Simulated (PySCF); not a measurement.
Molecule: C2H8Si, SMILES CC[SiH3]. Atoms near the plane z = 0.0 Å, at the GFN2-xTB optimised geometry (x, y, z in Å): C1 (1.7, -0.7, 0.0), C2 (0.1, -0.7, 0.0), Si3 (-0.6, 1.0, 0.0), H4 (2.1, -0.2, 0.9), H5 (2.1, -1.7, 0.0), H6 (2.1, -0.2, -0.9), H7 (-0.2, -1.3, 0.9), H8 (-0.2, -1.3, -0.9), H10 (-2.1, 0.9, 0.0).

Calculation: PBE0/def2-TZVP (PySCF 2.14.0). Cells within 0.4 Å of a nucleus heavier than hydrogen are left out (blank, or x). The values are rescaled to run from 0 to 1.

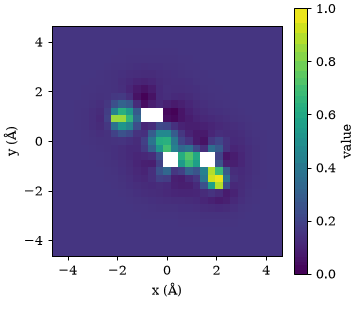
a field on the plane z = 0.0 Å.

Q: Which quantity is mapped?
A. deformation density (molecule minus spherical neutral atoms)
B. electrostatic potential
C. electron localisation function
D. Laplacian of the electron density

A: A, deformation density (molecule minus spherical neutral atoms). In full: deformation density (molecule minus spherical neutral atoms) (e/bohr³).
